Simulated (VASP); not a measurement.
# A VASP study of SrTlBr3 (BLYP): structure first, properties next

Aim: relax SrTlBr3, then compute properties on the relaxed cell. The steps: rough relaxation of the start cell, relaxing cell and atoms (BLYP), single point with fields (BLYP), bands along the symmetry lines (BLYP), total and projected DOS (BLYP), electric field gradients (BLYP) and zone-centre phonons (BLYP). The cell is invented: it takes the structure of a Materials Project entry for RbSrCl3 (space group 221 there), with some of its atoms replaced by other elements, volume scaled by an estimate. It may not be a known or stable phase.

Main program and level: VASP 6.6.1; BLYP; plane waves and PAW (Tl_d, Sr_sv, Br); invented cell.

## 1. Set-up

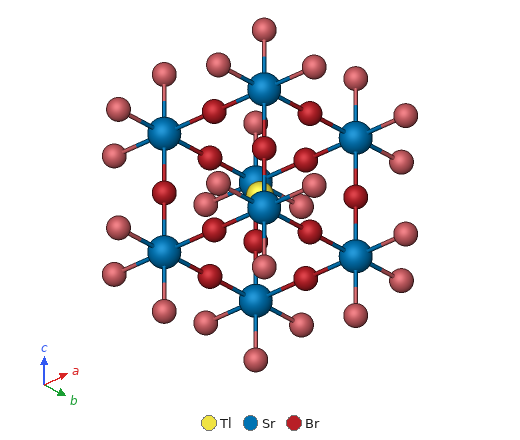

Start, viewed from a free direction; thallium yellow, strontium blue, bromine red. Some periodic images of atoms are drawn too.

## 2. Rough relaxation of the start cell

The start is only an estimate, so a cheap relaxation brings it near a minimum before any careful run. BLYP comes from molecular chemistry and underbinds dense solids.

The input, INCAR:

```
SYSTEM = SrTlBr3
PREC = Normal
ENCUT = 400
EDIFF = 1E-05
NELM = 60
ISMEAR = 0
SIGMA = 0.05
LREAL = .FALSE.
ALGO = Fast
GGA = B5
ALDAX = 1
AGGAX = 1
AGGAC = 1
ALDAC = 0
NBANDS = 28
LORBIT = 11
LWAVE = .FALSE.
LCHARG = .FALSE.
KPAR = 2
IBRION = 2
NSW = 40
ISIF = 3
EDIFFG = -0.04
```

The input, POSCAR:

```
SrTlBr3
1.0
    5.7974900000      0.0000000000      0.0000000000
    0.0000000000      5.7974900000      0.0000000000
    0.0000000000      0.0000000000      5.7974900000
Tl Sr Br
1 1 3
Direct
    0.5000000000      0.5000000000      0.5000000000
    0.0000000000      0.0000000000      0.0000000000
    0.5000000000      0.0000000000      0.0000000000
    0.0000000000      0.5000000000      0.0000000000
    0.0000000000      0.0000000000      0.5000000000
```

The input, KPOINTS:

```
Automatic mesh
0
Gamma
3 3 3
0 0 0
```

The projector-augmented-wave data sets are Tl_d, Sr_sv and Br (PBE family, release 64).

Started as:

```console
$ mpirun -np 2 vasp_std
```

Output:

```text
[banner, memory and clock lines left out]
running    2 mpi-ranks, on    1 nodes
 distrk:  each k-point on    1 cores,    2 groups
 distr:  one band on    1 cores,    1 groups

 POSCAR found type information on POSCAR TlSrBr
 POSCAR found :  3 types and       5 ions
|                                                                             |
|               ----> ADVICE to this user running VASP <----                  |
|                                                                             |
|     You enforced a specific xc type in the INCAR file but a different       |
|     [... a line on the potential file left out ...]
|     I HOPE YOU KNOW WHAT YOU ARE DOING!                                     |
|                                                                             |

 LDA part: xc-table for (Slater(with rela. corr.)+VWN5), standard interpolation
 POSCAR, INCAR and KPOINTS ok, starting setup
 FFT: planning ... GRIDC
 FFT: planning ... GRID_SOFT
 FFT: planning ... GRID
 WAVECAR not read
 entering main loop
       N       E                     dE             d eps       ncg     rms          rms(c)
DAV:   1     0.260767633406E+03    0.26077E+03   -0.17363E+04   224   0.110E+03
DAV:   2     0.187245267941E+01   -0.25890E+03   -0.25507E+03   296   0.247E+02
DAV:   3    -0.155400742108E+02   -0.17413E+02   -0.17364E+02   280   0.632E+01
DAV:   4    -0.161834646760E+02   -0.64339E+00   -0.64306E+00   384   0.950E+00
DAV:   5    -0.161859536608E+02   -0.24890E-02   -0.24888E-02   272   0.673E-01    0.208E+01
RMM:   6    -0.152332076121E+02    0.95275E+00   -0.11647E+00   224   0.395E+00    0.123E+01
RMM:   7    -0.149385151118E+02    0.29469E+00   -0.17551E+00   232   0.454E+00    0.168E+00
RMM:   8    -0.148954379744E+02    0.43077E-01   -0.20876E-01   231   0.192E+00    0.392E-01
RMM:   9    -0.148960220776E+02   -0.58410E-03   -0.18081E-02   244   0.603E-01    0.313E-01
RMM:  10    -0.148964809408E+02   -0.45886E-03   -0.55795E-03   264   0.254E-01    0.125E-01
RMM:  11    -0.148963991572E+02    0.81784E-04   -0.19535E-03   252   0.170E-01    0.331E-02
RMM:  12    -0.148964850974E+02   -0.85940E-04   -0.95502E-04   248   0.861E-02    0.316E-02
RMM:  13    -0.148965072226E+02   -0.22125E-04   -0.21307E-04   215   0.424E-02    0.156E-02
RMM:  14    -0.148965168714E+02   -0.96488E-05   -0.12104E-04   183   0.252E-02    0.991E-03
RMM:  15    -0.148965213067E+02   -0.44353E-05   -0.54048E-05   162   0.162E-02
   1 F= -.14896521E+02 E0= -.14896521E+02  d E =-.148965E+02
 curvature:   0.00 expect dE= 0.000E+00 dE for cont linesearch  0.000E+00
 trial: gam= 0.00000 g(F)=  0.000E+00 g(S)=  0.408E+00 ort = 0.000E+00 (trialstep = 0.100E+01)
 search vector abs. value=  0.408E+00
 bond charge predicted
       N       E                     dE             d eps       ncg     rms          rms(c)
DAV:   1    -0.187384411282E+02   -0.38419E+01   -0.78525E+01   232   0.489E+01    0.126E+01
RMM:   2    -0.156845615315E+02    0.30539E+01   -0.58671E+00   228   0.124E+01    0.581E+00
RMM:   3    -0.151825115848E+02    0.50205E+00   -0.20667E+00   229   0.744E+00    0.388E+00
RMM:   4    -0.151369438697E+02    0.45568E-01   -0.20924E-01   246   0.250E+00    0.218E+00
RMM:   5    -0.151290320941E+02    0.79118E-02   -0.78492E-02   252   0.124E+00    0.700E-01
RMM:   6    -0.151295842125E+02   -0.55212E-03   -0.10442E-02   260   0.467E-01    0.362E-01
RMM:   7    -0.151298746890E+02   -0.29048E-03   -0.33797E-03   262   0.255E-01    0.602E-02
RMM:   8    -0.151299725531E+02   -0.97864E-04   -0.12210E-03   277   0.130E-01    0.380E-02
RMM:  10    -0.151300171805E+02   -0.16909E-04   -0.18704E-04   205   0.363E-02    0.607E-03
RMM:  11    -0.151300249536E+02   -0.77732E-05   -0.80051E-05   170   0.228E-02
   2 F= -.15130025E+02 E0= -.15130025E+02  d E =-.233504E+00
 trial-energy change:   -0.233504  1 .order   -0.243849   -0.407866   -0.079832
 step:   1.3248(harm=  1.2434)  dis= 0.00000  next Energy=   -15.142635 (dE=-0.246E+00)
 bond charge predicted
       N       E                     dE             d eps       ncg     rms          rms(c)
DAV:   1    -0.155212588379E+02   -0.39124E+00   -0.81010E+00   224   0.155E+01    0.369E+00
RMM:   2    -0.151961520898E+02    0.32511E+00   -0.67123E-01   229   0.413E+00    0.167E+00
RMM:   3    -0.151433062100E+02    0.52846E-01   -0.25452E-01   229   0.259E+00    0.901E-01
RMM:   4    -0.151416703072E+02    0.16359E-02   -0.16836E-02   241   0.714E-01    0.482E-01
RMM:   5    -0.151417667389E+02   -0.96432E-04   -0.12859E-02   252   0.413E-01    0.184E-01
RMM:   6    -0.151417679031E+02   -0.11641E-05   -0.67871E-04   256   0.132E-01    0.124E-01
RMM:   7    -0.151418105404E+02   -0.42637E-04   -0.28776E-04   258   0.816E-02    0.413E-02
RMM:   8    -0.151418170999E+02   -0.65595E-05   -0.17385E-04   230   0.569E-02    0.187E-02
RMM:   9    -0.151418195371E+02   -0.24372E-05   -0.45935E-05   157   0.234E-02
   3 F= -.15141820E+02 E0= -.15141820E+02  d E =-.245298E+00
 curvature:  -0.55 expect dE=-0.689E-04 dE for cont linesearch -0.689E-04
 trial: gam= 0.00000 g(F)=  0.749E-67 g(S)=  0.125E-03 ort =-0.713E-02 (trialstep = 0.106E+01)
 search vector abs. value=  0.125E-03
 reached required accuracy - stopping structural energy minimisation
```

Run time: 26 s. Hardware: 2 MPI ranks of AMD EPYC 9R14 (Zen 4), shared host; peak memory 0.27 GiB; 49 s of CPU time.

Lines that name or quote the potential files are left out of all logs, and their timing lines are given in words.

Parts of OUTCAR (step 2):

```text
ion  position               nearest neighbor table
   1  0.500  0.500  0.500-
   2  0.000  0.000  0.000-   3 2.90   4 2.90   5 2.90   5 2.90   4 2.90   3 2.90
   3  0.500  0.000  0.000-   2 2.90   2 2.90
   4  0.000  0.500  0.000-   2 2.90   2 2.90
   5  0.000  0.000  0.500-   2 2.90   2 2.90

  LATTYP: Found a simple cubic cell.
 ALAT       =     5.7974900000

 Subroutine GETGRP returns: Found 48 space group operations
 (whereof 48 operations were pure point group operations)

The static configuration has the point symmetry O_h .

 Found      4 irreducible k-points:

   k-points           NKPTS =      4   k-points in BZ     NKDIM =      4   number of bands    NBANDS=     28

   dimension x,y,z NGX =    28 NGY =   28 NGZ =   28
   dimension x,y,z NGXF=    56 NGYF=   56 NGZF=   56

   ENCUT  =  400.0 eV  29.40 Ry    5.42 a.u.   9.45  9.45  9.45*2*pi/ulx,y,z

   NELECT =      44.0000    total number of electrons

 k-points in reciprocal lattice and weights: Automatic mesh
   0.00000000  0.00000000  0.00000000       0.037
   0.33333333  0.00000000  0.00000000       0.222
   0.33333333  0.33333333  0.00000000       0.444
   0.33333333  0.33333333  0.33333333       0.296

 average (electrostatic) potential at core
       1 -90.1125       2 -40.4052       3 -63.9422       4 -63.9422       5 -63.9422

 E-fermi :  -0.6985

 k-point     1 :       0.0000    0.0000    0.0000
  band No.  band energies     occupation
    ...
     18      -1.2491      2.00000
     19      -1.2491      2.00000
     20      -1.1382      2.00000
     21      -1.1382      2.00000
     22      -1.1382      2.00000
     23       3.2702      0.00000
     24       3.2702      0.00000
     25       3.2717      0.00000
     26       4.4736      0.00000
     27       4.4736      0.00000
    ...

 k-point     2 :       0.3333    0.0000    0.0000
  band No.  band energies     occupation
    ...
     18      -1.4418      2.00000
     19      -1.3928      2.00000
     20      -1.3040      2.00000
     21      -1.1544      2.00000
     22      -1.1544      2.00000
     23       2.3622      0.00000
     24       3.0363      0.00000
     25       3.0368      0.00000
     26       4.5398      0.00000
     27       5.2728      0.00000
    ...

 k-point     3 :       0.3333    0.3333    0.0000
  band No.  band energies     occupation
    ...
     18      -1.4872      2.00000
     19      -1.4306      2.00000
     20      -1.4172      2.00000
     21      -1.3501      2.00000
     22      -0.9875      2.00000
     23       2.5260      0.00000
     24       2.8165      0.00000
     25       2.8442      0.00000
     26       5.2438      0.00000
     27       5.2472      0.00000
    ...

  Total       -0.0656407     -0.0656407     -0.0656407      0.0000000      0.0000000     -0.0000000
  in kB       -0.4689248     -0.4689248     -0.4689248      0.0000000      0.0000000     -0.0000000
  external PRESSURE =      -0.4689248 kB  Pullay stress =       0.0000000 kB

  energy-cutoff  :      400.00
  volume of cell :      224.27
      direct lattice vectors                 reciprocal lattice vectors
     6.075662091  0.000000000 -0.000000000     0.164591115 -0.000000000 -0.000000000
     0.000000000  6.075662091  0.000000000    -0.000000000  0.164591115 -0.000000000
     0.000000000  0.000000000  6.075662091     0.000000000 -0.000000000  0.164591115

 POSITION                                       TOTAL-FORCE (eV/Angst)
 -----------------------------------------------------------------------------------
      3.03783      3.03783      3.03783         0.000000      0.000000      0.000000
      0.00000      0.00000      0.00000        -0.000000     -0.000000      0.000000
      3.03783      0.00000     -0.00000        -0.000000     -0.000000      0.000000
      0.00000      3.03783      0.00000        -0.000000     -0.000000      0.000000
      0.00000      0.00000      3.03783        -0.000000     -0.000000      0.000000
 -----------------------------------------------------------------------------------
    total drift:                                0.000000      0.000000      0.000000

  FREE ENERGIE OF THE ION-ELECTRON SYSTEM (eV)
  ---------------------------------------------------
  free  energy   TOTEN  =       -15.1418195371 eV

  energy  without entropy=      -15.1418195371  energy(sigma->0) =      -15.14181954

 reached required accuracy - stopping structural energy minimisation

 total charge
# of ion       s       p       d       tot
------------------------------------------
    1        1.313   0.037   9.662  11.012
    2        2.003   5.782   0.175   7.960
    3        1.626   3.289   0.002   4.917
    4        1.626   3.289   0.002   4.917
    5        1.626   3.289   0.002   4.917
--------------------------------------------------
tot          8.194  15.687   9.842  33.724

[... 1 further part left out ...]
```

The gap is read on the k-mesh alone, so it is an upper bound where the band edges lie off the mesh. This relaxation is a rough one on cheap settings, only to bring the start near its minimum. The PAW data sets were made with PBE, which is usual practice but a small mismatch for other functionals. After so large a change of volume the plane waves of the start cell no longer fit, so the final stress carries a basis-set error. The run keeps the 48 symmetry operations of its start, so it cannot find a distortion of lower symmetry.

The steps of the relaxation:

```tsv
step	energy less that of the first step (eV)	largest force (eV/Å)	pressure (GPa)	volume (Å³)
1	0.0000	0.0000	3.09	194.86
2	-0.2335	0.0000	0.54	216.81
3	-0.2453	0.0000	-0.05	224.27
```

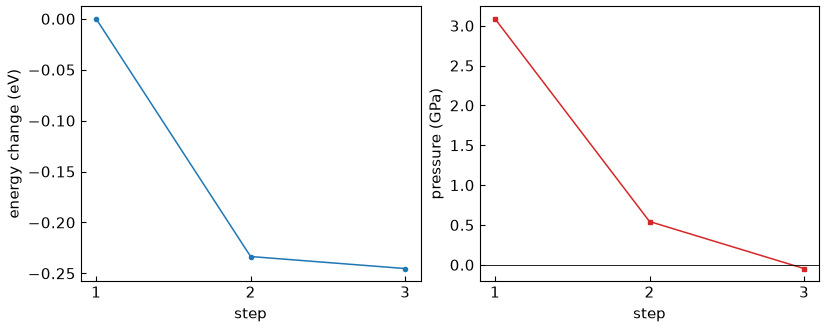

Energy and pressure along the relaxation.

```tsv
conventional cell, symmetrised	before	after	change
a (Å)	5.797	6.076	+4.8 %
b (Å)	5.797	6.076	+4.8 %
c (Å)	5.797	6.076	+4.8 %
volume (Å³/atom)	38.97	44.85	+15.1 %
```

Final coordinates:

```
Tl Sr Br
1.0
     6.07566    0.00000    0.00000
     0.00000    6.07566    0.00000
     0.00000    0.00000    6.07566
Tl Sr Br
1 1 3
Direct
  0.50000 0.50000 0.50000
  0.00000 0.00000 0.00000
  0.50000 0.00000 0.00000
  0.00000 0.50000 0.00000
  0.00000 0.00000 0.50000
```

A gap read on the k-mesh alone can miss the band edges.

Numbers from this step:

* electrons: 44
* bands: 28
* irreducible k-points: 4
* symmetry operations: 48
* free energy (TOTEN): -15.14 eV
* Fermi energy: -0.6985 eV
* pressure: -0.04689 GPa
* metallic: no
* valence top at k: 0.3333, 0.3333, 0.3333
* conduction bottom at k: 0.3333, 0, 0
* least direct gap at k: 0.3333, 0.3333, 0
* SCF cycles over all ionic steps: 35
* gap on the k-mesh: 3.319 eV
* least direct gap on the k-mesh: 3.513 eV

It ends with forces that vanish by symmetry and a pressure of -0.05 GPa.

[end of part 1 of 5]

[Lines on the potential files, build, host, timing and source positions are cut from VASP's logs without a mark.]

[Logs are printed without paths, hosts, clocks, repeated set-up lines and the standing remarks that a program may print on its own settings, such as how far it seeks lower states.]

[Hosts, paths, dates, database ids (printed as entryN), source tags and the programs' standing remarks are cut or masked in the printed files.]

[A measured line is paired with the nearest computed mode of its activity, which favours agreement.]

[In band tables of VASP the shares of atoms and orbitals are scaled to a sum of 1 inside the atoms' spheres.]
